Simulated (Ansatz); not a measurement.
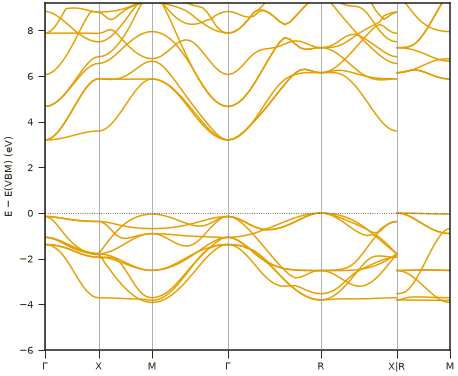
Band structure from plane-wave PAW LDA (Ansatz code)

Problem. Read off the gap and where the band edges lie.

Solution. About 3.2 eV (3.20 eV by a search for the band edges); maximum at R, minimum at Γ.

The material is BaZrO3 (cubic perovskite, Pm-3m).

Symmetry was held in the LDA relaxation. At this level the phase is dynamically unstable (imaginary phonons). No spin polarisation was allowed. Spin–orbit coupling is left out wherever it is not named.

Potentials: the later of the program's two PAW sets.
